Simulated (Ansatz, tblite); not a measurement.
# The cluster SiB8: which isomer is lowest

Aim: relax the candidate shapes of the cluster SiB8 that a cheap search turned up, and see how the levels of theory order them.

Method: relaxed with B3LYP-D4/def2-SVP, singlet; program: Ansatz 0.2.0, Gaussian basis.

2 further runs of the same task are left out: 2 set aside as unsound or not needed.

## (1) The starting structure

9 atoms, charge 0, spin multiplicity 1.

Atoms are counted from 1 here; the program's logs count them from 0.

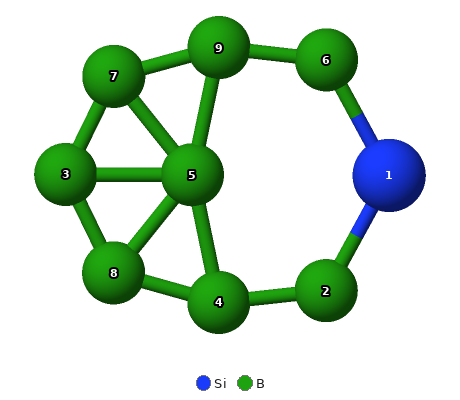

The starting geometry (silicon blue, boron green); atoms are numbered from 1 in the order of the file.

Coordinates:

```xyz
9
charge 0, multiplicity 1
Si    1.1391   -2.0813    0.0947
B    -0.6849   -2.0750    0.2635
B    -1.0190    1.8587   -0.0926
B    -1.5482   -0.8456    0.2288
B    -0.1714    0.3172   -0.0117
B     2.1261   -0.5558   -0.1379
B     0.4967    1.9210   -0.2398
B    -1.8935    0.6287    0.1184
B     1.5552    0.8321   -0.2232
```

A search from random starts with GFN2-xTB found 17 distinct shapes; 3 go on here. The structure above is candidate A, which lies 0.00 eV above the lowest at that level; B lies 0.53 eV above the lowest at that level; C lies 0.99 eV above the lowest at that level.

## (2) Relaxing candidate A

The input, in.yaml:

```yaml
crystal:
  periodic: [false, false, false]
  atoms:
    - {symbol: Si, position_ang: [1.139090, -2.081300, 0.094690]}
    - {symbol: B, position_ang: [-0.684870, -2.075030, 0.263460]}
    - {symbol: B, position_ang: [-1.018980, 1.858670, -0.092640]}
    - {symbol: B, position_ang: [-1.548230, -0.845610, 0.228760]}
    - {symbol: B, position_ang: [-0.171420, 0.317250, -0.011690]}
    - {symbol: B, position_ang: [2.126060, -0.555770, -0.137910]}
    - {symbol: B, position_ang: [0.496660, 1.921020, -0.239800]}
    - {symbol: B, position_ang: [-1.893520, 0.628670, 0.118370]}
    - {symbol: B, position_ang: [1.555220, 0.832100, -0.223220]}
basis:
  gaussian: {orbitals: def2-SVP}
hamiltonian: {xc: {name: B3LYP}, dispersion: d4}
scf: {lower_state_search: "off"}
output: {orbitals: {seedname: orbitals}}
relax: {f_tol: 0.02, max_steps: 100}
```

On the command line:

```
$ ansatz run in.yaml --threads 4 --pin off --events-out ev --progress --plain --max-ram 8704MiB
```

What it wrote, shortened:

```text
Functional definition: B3LYP
  name "B3LYP"
  cite "Stephens, Devlin, Chabalowski & Frisch, J. Phys. Chem. 98, 11623 (1994) doi:10.1021/j100096a001"
  cite "Becke, Phys. Rev. A 38, 3098 (1988) doi:10.1103/PhysRevA.38.3098"
  cite "Lee, Yang & Parr, Phys. Rev. B 37, 785 (1988) doi:10.1103/PhysRevB.37.785"
  cite "Vosko, Wilk & Nusair, Can. J. Phys. 58, 1200 (1980) doi:10.1139/p80-159"
[...]
1490 factors; integrals over basis functions are off by at most 4.8e-4 eV
[...]
mean field -13272.66027080 eV, -487.7612684195 hartree, gradient 4.4e-6 eV, S^2 0.000000; 0 other end points of the search recorded, 0 dependent functions left out
[...]
reference -13272.66051714 eV, -487.7612774724 hartree; 27, 27 occupied and 103, 103 virtual orbitals, 1490 factors
relax step   1: F+E_penalty+E_count = -13273.40455719 eV  Δ(F+E_penalty+E_count) = +0.000e0 eV  max|allowed force component| = 1.046e0 eV/Å  Δτ_max = 0.0000 Å  (21 SCF iters, accepted)
[...]
relax step   5: F+E_penalty+E_count = -13273.67502644 eV  Δ(F+E_penalty+E_count) = -6.641e-3 eV  max|allowed force component| = 1.109e-1 eV/Å  Δτ_max = 0.0111 Å  (25 SCF iters, accepted)
[...]
relax step   9: F+E_penalty+E_count = -13273.86840159 eV  Δ(F+E_penalty+E_count) = -3.211e-2 eV  max|allowed force component| = 3.775e-1 eV/Å  Δτ_max = 0.0496 Å  (25 SCF iters, accepted)
[...]
relax step  13: F+E_penalty+E_count = -13273.90847962 eV  Δ(F+E_penalty+E_count) = -1.760e-4 eV  max|allowed force component| = 1.297e-1 eV/Å  Δτ_max = 0.0260 Å  (25 SCF iters, accepted)
[...]
relax step  16: F+E_penalty+E_count = -13273.91026703 eV  Δ(F+E_penalty+E_count) = -1.287e-3 eV  max|allowed force component| = 2.205e-2 eV/Å  Δτ_max = 0.0100 Å  (27 SCF iters, accepted)
[...]
relax step  17: F+E_penalty+E_count = -13273.91057710 eV  Δ(F+E_penalty+E_count) = -3.101e-4 eV  max|allowed force component| = 1.217e-2 eV/Å  Δτ_max = 0.0121 Å  (26 SCF iters, accepted)
Total energy: -13273.91082844 eV, -487.8072255653 hartree
Atom 0 at     1.091572    -2.121886    -0.382693 Å, force    -0.001472     0.002279    -0.002998 eV/Å
Atom 1 at    -0.543639    -1.876698     0.495641 Å, force     0.005268    -0.009771     0.000901 eV/Å
Atom 2 at    -0.992176     1.786816    -0.178701 Å, force     0.002244    -0.006769    -0.003670 eV/Å
Atom 3 at    -1.704677    -0.888043     0.340249 Å, force    -0.003088     0.002731     0.002371 eV/Å
Atom 4 at    -0.101166     0.170817    -0.060444 Å, force     0.003763    -0.005830     0.005208 eV/Å
Atom 5 at     1.939299    -0.534398     0.133858 Å, force     0.004682    -0.010790     0.001116 eV/Å
Atom 6 at     0.538359     1.921969    -0.275732 Å, force    -0.006597     0.009223    -0.001719 eV/Å
Atom 7 at    -1.924743     0.590191     0.083424 Å, force    -0.004526     0.012175    -0.002515 eV/Å
Atom 8 at     1.697180     0.951232    -0.155581 Å, force    -0.000274     0.006752     0.001305 eV/Å
Dipole moment:     0.180142    -0.356083    -0.085082 e Å
Checks for a lower state left out: stability, starts, cluster_reference, orbital_swaps, neighbouring_geometries, increment
```

Wall time 33 s (4 threads of Intel Xeon Platinum 8223CL at 3.00GHz, shared host).

The steps of the relaxation: (the energy doesn't fall at every step)

```tsv
step	energy from step 1 (eV)	largest force component (eV/Å)
1	0.0000	1.0464
2	-0.1267	0.6433
3	-0.2638	0.2467
4	-0.2566	0.6414
5	-0.2705	0.1109
6	-0.3024	0.2934
7	-0.3222	0.3297
8	-0.4317	0.3549
9	-0.4638	0.3775
10	-0.4791	0.4605
11	-0.5008	0.1607
12	-0.5037	0.1213
13	-0.5039	0.1297
14	-0.5044	0.1354
15	-0.5025	0.3399
16	-0.5057	0.0220
17	-0.5060	0.0122
```

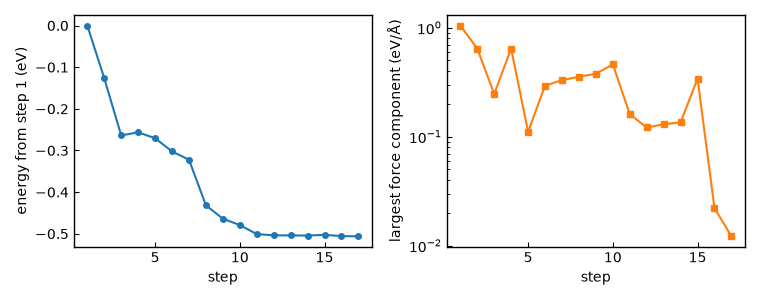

Energy and largest force along the relaxation.

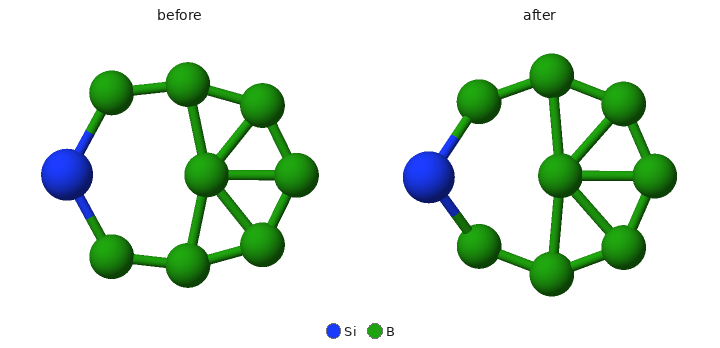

Before and after, at one scale.

Distances of close pairs at the start and the end, largest changes first:

```tsv
bond	before (Å)	after (Å)	change (Å)
B5–B9	1.814	1.963	+0.149
B4–B5	1.818	1.963	+0.145
B5–B7	1.752	1.877	+0.124
B5–B8	1.755	1.877	+0.122
B3–B5	1.761	1.849	+0.088
Si1–B2	1.832	1.872	+0.041
Si1–B6	1.832	1.872	+0.041
B2–B4	1.503	1.533	+0.030
```

## (3) Relaxing candidate B

The input, in.yaml:

```yaml
crystal:
  periodic: [false, false, false]
  atoms:
    - {symbol: Si, position_ang: [1.509620, -2.262500, -2.865830]}
    - {symbol: B, position_ang: [0.086400, 0.161910, -1.219740]}
    - {symbol: B, position_ang: [-1.001290, 1.514100, 1.898200]}
    - {symbol: B, position_ang: [0.540300, -1.126530, 0.033060]}
    - {symbol: B, position_ang: [0.194020, -0.827730, 1.483660]}
    - {symbol: B, position_ang: [-1.096100, 2.116830, 0.510750]}
    - {symbol: B, position_ang: [-0.594070, 1.426940, -0.719570]}
    - {symbol: B, position_ang: [0.789850, -1.199090, -1.502220]}
    - {symbol: B, position_ang: [-0.428720, 0.196070, 2.381690]}
basis:
  gaussian: {orbitals: def2-SVP}
hamiltonian: {xc: {name: B3LYP}, dispersion: d4}
scf: {lower_state_search: "off"}
output: {orbitals: {seedname: orbitals}}
relax: {f_tol: 0.02, max_steps: 100}
```

The command is unchanged.

What it wrote, shortened:

```text
Functional definition: B3LYP
  name "B3LYP"
  cite "Stephens, Devlin, Chabalowski & Frisch, J. Phys. Chem. 98, 11623 (1994) doi:10.1021/j100096a001"
  cite "Becke, Phys. Rev. A 38, 3098 (1988) doi:10.1103/PhysRevA.38.3098"
  cite "Lee, Yang & Parr, Phys. Rev. B 37, 785 (1988) doi:10.1103/PhysRevB.37.785"
  cite "Vosko, Wilk & Nusair, Can. J. Phys. 58, 1200 (1980) doi:10.1139/p80-159"
[...]
1491 factors; integrals over basis functions are off by at most 2.4e-4 eV
[...]
mean field -13270.01566091 eV, -487.6640807987 hartree, gradient 9.5e-6 eV, S^2 0.000000; 0 other end points of the search recorded, 0 dependent functions left out
[...]
reference -13270.01593539 eV, -487.6640908858 hartree; 27, 27 occupied and 103, 103 virtual orbitals, 1491 factors
[...]
Atom 0 at     0.892427    -0.916039    -2.858938 Å, force     0.000042    -0.000031    -0.004255 eV/Å
Atom 1 at     0.364414    -0.522389    -0.839590 Å, force    -0.002484     0.003719     0.006679 eV/Å
Atom 2 at    -1.225935     2.119895     1.996016 Å, force    -0.000143    -0.001156     0.004398 eV/Å
Atom 3 at     0.707905    -1.823669     0.207405 Å, force    -0.001407     0.001367    -0.000775 eV/Å
Atom 4 at     0.064559    -0.558498     0.910007 Å, force     0.001779     0.000261    -0.003072 eV/Å
Atom 5 at    -0.946496     2.092498     0.492639 Å, force     0.000472     0.001959    -0.001763 eV/Å
Atom 6 at    -0.309045     0.855569    -0.231340 Å, force     0.002473    -0.005456    -0.004885 eV/Å
Atom 7 at     1.052134    -2.005868    -1.291033 Å, force     0.000824    -0.000703     0.003400 eV/Å
Atom 8 at    -0.599953     0.758500     1.614834 Å, force    -0.001556     0.000040     0.000273 eV/Å
Dipole moment:     0.041316    -0.001605    -0.227089 e Å
Checks for a lower state left out: stability, starts, cluster_reference, orbital_swaps, neighbouring_geometries, increment
```

Wall time 58 s (4 threads of Intel Xeon Platinum 8223CL at 3.00GHz, shared host).

Along the way: (the energy doesn't fall at every step)

```tsv
step	energy from step 1 (eV)	largest force component (eV/Å)
1	0.0000	1.4526
2	-0.2353	0.7949
3	-0.3015	0.3206
4	-0.3294	0.3357
5	-0.1318	1.1447
6	-0.3514	0.1350
7	-0.3330	0.4854
8	-0.3552	0.0756
9	-0.3568	0.1970
10	-0.3620	0.2413
11	-0.3717	0.4384
12	-0.3908	0.5292
13	-0.4430	0.8663
14	-0.5135	1.1184
15	-0.6414	1.1877
16	-0.9633	1.3835
17	-1.6523	1.4649
18	-2.3658	1.1107
19	-2.9341	0.6383
20	-3.0733	2.5078
21	-3.4548	0.9683
22	-3.7064	1.0782
23	-3.4597	2.6352
24	-3.7843	0.4529
25	-3.8157	0.1201
26	-3.8156	0.0650
27	-3.8179	0.0203
28	-3.8179	0.0067
```

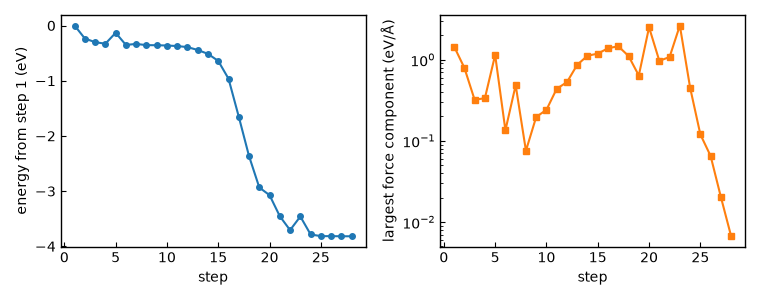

Energy and largest force along the relaxation.

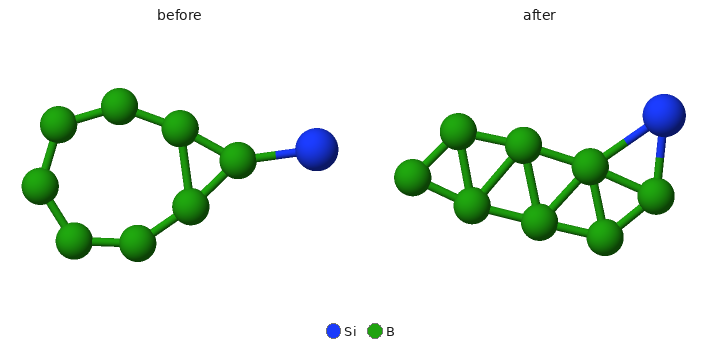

Before and after, at one scale.

Close pairs (by a distance rule), those that changed most:

```tsv
bond	before (Å)	after (Å)	change (Å)
B7–B9	3.341	1.871	-1.469
B5–B7	3.249	1.855	-1.394
Si1–B2	3.258	2.124	-1.134
B2–B5	2.881	1.775	-1.105
B6–B9	2.763	1.777	-0.986
B2–B4	1.854	1.705	-0.148
B2–B8	1.558	1.696	+0.138
B5–B9	1.497	1.635	+0.137
```

## (4) Relaxing candidate C

The input, in.yaml:

```yaml
crystal:
  periodic: [false, false, false]
  atoms:
    - {symbol: Si, position_ang: [0.906060, 1.595900, -0.745970]}
    - {symbol: B, position_ang: [-0.481650, -1.474590, -0.142600]}
    - {symbol: B, position_ang: [-1.135700, 0.126240, -0.556100]}
    - {symbol: B, position_ang: [0.730240, 0.040400, 1.707110]}
    - {symbol: B, position_ang: [-0.475240, -0.906450, -1.620970]}
    - {symbol: B, position_ang: [0.150190, -1.323310, 1.276970]}
    - {symbol: B, position_ang: [-0.754850, 0.021450, 0.924910]}
    - {symbol: B, position_ang: [1.140620, 1.379600, 1.078680]}
    - {symbol: B, position_ang: [-0.079670, 0.540750, -1.922020]}
basis:
  gaussian: {orbitals: def2-SVP}
hamiltonian: {xc: {name: B3LYP}, dispersion: d4}
scf: {lower_state_search: "off"}
output: {orbitals: {seedname: orbitals}}
relax: {f_tol: 0.02, max_steps: 100}
```

Same command.

What it wrote, shortened:

```text
Functional definition: B3LYP
  name "B3LYP"
  cite "Stephens, Devlin, Chabalowski & Frisch, J. Phys. Chem. 98, 11623 (1994) doi:10.1021/j100096a001"
  cite "Becke, Phys. Rev. A 38, 3098 (1988) doi:10.1103/PhysRevA.38.3098"
  cite "Lee, Yang & Parr, Phys. Rev. B 37, 785 (1988) doi:10.1103/PhysRevB.37.785"
  cite "Vosko, Wilk & Nusair, Can. J. Phys. 58, 1200 (1980) doi:10.1139/p80-159"
[...]
1488 factors; integrals over basis functions are off by at most 3.9e-4 eV
[...]
mean field -13271.83971409 eV, -487.7311135166 hartree, gradient 1.7e-6 eV, S^2 0.000000; 0 other end points of the search recorded, 0 dependent functions left out
[...]
reference -13271.83994863 eV, -487.7311221359 hartree; 27, 27 occupied and 103, 103 virtual orbitals, 1488 factors
[...]
Atom 0 at     0.366849     1.966715    -0.661983 Å, force    -0.006991    -0.003136     0.002054 eV/Å
Atom 1 at    -0.625756    -1.361244    -0.095666 Å, force    -0.003711    -0.003887     0.003054 eV/Å
Atom 2 at    -1.046564     0.205041    -0.710817 Å, force    -0.003549     0.003928    -0.008344 eV/Å
Atom 3 at     0.831615    -0.101091     1.919914 Å, force    -0.004743    -0.005478    -0.000845 eV/Å
Atom 4 at    -0.590032    -0.997405    -1.682664 Å, force     0.002209    -0.000734     0.006241 eV/Å
Atom 5 at     0.101565    -1.347266     1.343747 Å, force    -0.003523    -0.002137     0.001245 eV/Å
Atom 6 at    -0.363058     0.212200     0.756246 Å, force     0.016124     0.001010    -0.003987 eV/Å
Atom 7 at     1.106455     1.100499     0.973130 Å, force     0.005602     0.008989     0.005987 eV/Å
Atom 8 at     0.218925     0.322541    -1.841897 Å, force    -0.001418     0.001444    -0.005405 eV/Å
Dipole moment:    -0.134560     0.073683     0.021159 e Å
Checks for a lower state left out: stability, starts, cluster_reference, orbital_swaps, neighbouring_geometries, increment
```

It took 22 s on 4 threads of Intel Xeon Platinum 8223CL at 3.00GHz, shared host.

Along the way:

```tsv
step	energy from step 1 (eV)	largest force component (eV/Å)
1	0.0000	1.4974
2	-0.5791	1.0211
3	-1.0988	1.1218
4	-1.5810	0.8400
5	-1.5929	0.9319
6	-1.7651	0.4322
7	-1.7907	0.4326
8	-1.8113	0.1120
9	-1.8127	0.0390
10	-1.8130	0.0161
```

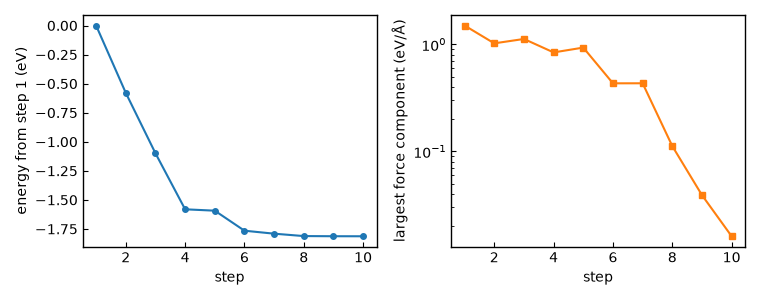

Energy and largest force along the relaxation.

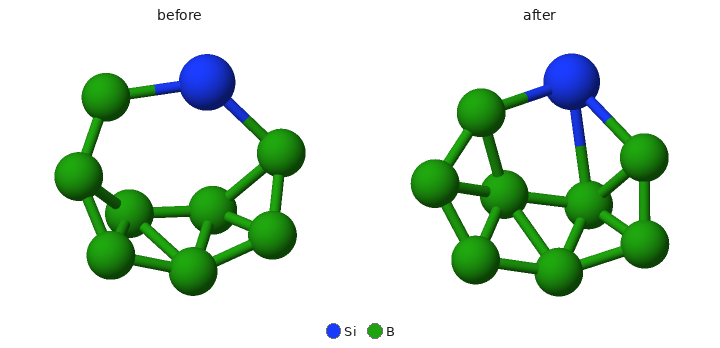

The geometry before (left) and after (right).

Distances of close pairs at the start and the end, largest changes first:

```tsv
bond	before (Å)	after (Å)	change (Å)
B7–B8	2.337	1.731	-0.606
Si1–B3	2.523	2.259	-0.264
Si1–B9	1.862	2.029	+0.167
Si1–B8	1.852	1.993	+0.140
B3–B7	1.533	1.618	+0.086
B3–B9	1.776	1.701	-0.074
B6–B7	1.659	1.730	+0.071
B2–B6	1.561	1.613	+0.052
```

## (5) The relaxed candidates

```tsv
candidate	point group	bonds (count, mean Å)	energy above the lowest (kcal/mol)
A	Cs	B–B 11, 1.70; B–Si 2, 1.87	15.0
B	Cs	B–B 13, 1.67; B–Si 2, 2.02	0.0
C	C1	B–B 13, 1.66; B–Si 3, 2.09	3.0
```

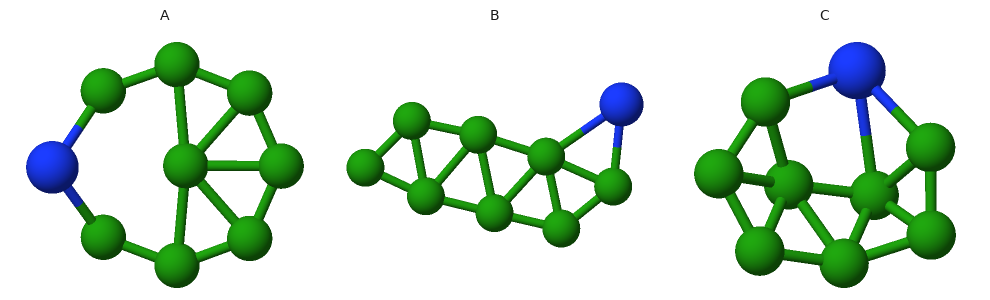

The candidates after relaxation.

## (6) Candidate A, GFN1-xTB

Tight binding, by tblite at 300 K electronic temperature and without a spin-polarisation term:

```python
tblite.interface.Calculator('GFN1-xTB', numbers, positions, charge=0, uhf=0).singlepoint()
```

Energy -350.5792 eV, HOMO -9.74 eV, LUMO -8.70 eV; 0.009 s.

## (7) Candidate A, GFN2-xTB

Tight binding, by tblite at 300 K electronic temperature and without a spin-polarisation term:

```python
tblite.interface.Calculator('GFN2-xTB', numbers, positions, charge=0, uhf=0).singlepoint()
```

Energy -303.3717 eV, HOMO -6.53 eV, LUMO -5.39 eV; 0.017 s.

## (8) Candidate A, PBE0-D4/def2-TZVP

start.molden holds the orbitals of an earlier run on this state, given as this run's starting guess.

The input, in.yaml:

```yaml
crystal:
  periodic: [false, false, false]
  atoms:
    - {symbol: Si, position_ang: [1.091572, -2.121886, -0.382693]}
    - {symbol: B, position_ang: [-0.543639, -1.876698, 0.495641]}
    - {symbol: B, position_ang: [-0.992176, 1.786816, -0.178701]}
    - {symbol: B, position_ang: [-1.704677, -0.888043, 0.340249]}
    - {symbol: B, position_ang: [-0.101166, 0.170817, -0.060444]}
    - {symbol: B, position_ang: [1.939299, -0.534398, 0.133858]}
    - {symbol: B, position_ang: [0.538359, 1.921969, -0.275732]}
    - {symbol: B, position_ang: [-1.924743, 0.590191, 0.083424]}
    - {symbol: B, position_ang: [1.697180, 0.951232, -0.155581]}
basis:
  gaussian: {orbitals: def2-TZVP, initial_orbitals: start.molden}
hamiltonian: {xc: pbe0, dispersion: d4}
scf: {omitted_lower_state_checks: [starts]}
output: {orbitals: {seedname: orbitals}}
```

Launched as before.

What it wrote:

```text
Functional definition: PBE0
  name "PBE0"
  cite "Adamo & Barone, J. Chem. Phys. 110, 6158 (1999) doi:10.1063/1.478522"
  cite "Perdew, Burke & Ernzerhof, Phys. Rev. Lett. 77, 3865 (1996) doi:10.1103/PhysRevLett.77.3865"
  parent pbe
  parameter a = 0.25
  parameter kappa = 0.804
  parameter beta = 0.06672455060314922
  exchange = (1 - a)*pbe_x(kappa = kappa, mu = beta*pi^2/3) + a*exact_x
  correlation = pbe_c(beta = beta)
these checks for a lower state are left out or cut short: starts
1620 factors; their error is unknown
mean field evaluation 1: about -13103.8508 eV, gradient 2.4e2 eV
mean field evaluation 2: about -13162.8372 eV, gradient 8.8e1 eV
mean field evaluation 4: about -13256.3153 eV, gradient 2.6e1 eV
mean field evaluation 8: about -13270.1283 eV, gradient 1.9e-2 eV
mean field -13270.16136138 eV, -487.6694351923 hartree, gradient 1.6e-5 eV, S^2 0.000000; 0 other end points of the search recorded, 0 dependent functions left out
reference -13270.16139299 eV, -487.6694363540 hartree; 27, 27 occupied and 258, 258 virtual orbitals, 1620 factors
Total energy: -13270.54543440 eV, -487.6835496154 hartree
Checks for a lower state left out: starts
```

Wall time 6 s (4 threads of Intel Xeon Platinum 8223CL at 3.00GHz, shared host); peak memory 0.88 GiB.

From the report: HOMO -6.38 eV, LUMO -4.23 eV.

## (9) Candidate A, PBE-D4/def2-TZVP

Edit in.yaml of step 8 so:

```diff
@@ -14,4 +14,4 @@
   gaussian: {orbitals: def2-TZVP, initial_orbitals: start.molden}
-hamiltonian: {xc: pbe0, dispersion: d4}
+hamiltonian: {xc: pbe, dispersion: d4}
 scf: {omitted_lower_state_checks: [starts]}
-output: {orbitals: {seedname: orbitals}}
+output: {forces: true, orbitals: {seedname: orbitals}}
```

Same command.

What it wrote, shortened:

```text
Functional definition: PBE
  name "PBE"
  cite "Perdew, Burke & Ernzerhof, Phys. Rev. Lett. 77, 3865 (1996) doi:10.1103/PhysRevLett.77.3865"
  parent pbe
[...]
1604 factors; their error is unknown
[...]
mean field -13269.05082926 eV, -487.6286238895 hartree, gradient 1.7e-5 eV, S^2 0.000000; 0 other end points of the search recorded, 0 dependent functions left out
[...]
reference -13269.05087098 eV, -487.6286254228 hartree; 27, 27 occupied and 258, 258 virtual orbitals, 1604 factors
Total energy: -13269.49858907 eV, -487.6450787591 hartree
Atom 0 at     1.091572    -2.121886    -0.382693 Å, force    -0.080721     0.163161     0.050030 eV/Å
Atom 1 at    -0.543639    -1.876698     0.495641 Å, force    -0.046406     0.137191    -0.030628 eV/Å
Atom 2 at    -0.992176     1.786816    -0.178701 Å, force     0.071978    -0.131625     0.011027 eV/Å
Atom 3 at    -1.704677    -0.888043     0.340249 Å, force     0.091792    -0.011828    -0.063915 eV/Å
Atom 4 at    -0.101166     0.170817    -0.060444 Å, force     0.062154    -0.101166     0.053329 eV/Å
Atom 5 at     1.939299    -0.534398     0.133858 Å, force    -0.096205     0.109543    -0.023287 eV/Å
Atom 6 at     0.538359     1.921969    -0.275732 Å, force    -0.085864    -0.099641     0.039851 eV/Å
Atom 7 at    -1.924743     0.590191     0.083424 Å, force     0.135697     0.021875     0.007070 eV/Å
Atom 8 at     1.697180     0.951232    -0.155581 Å, force    -0.052425    -0.087509    -0.043477 eV/Å
Dipole moment:     0.183317    -0.365695    -0.098972 e Å
Checks for a lower state left out: starts
```

It took 3.8 s on 4 threads of Intel Xeon Platinum 8223CL at 3.00GHz, shared host.

HOMO -5.68 eV, LUMO -4.88 eV.

[end of part 1 of 2]
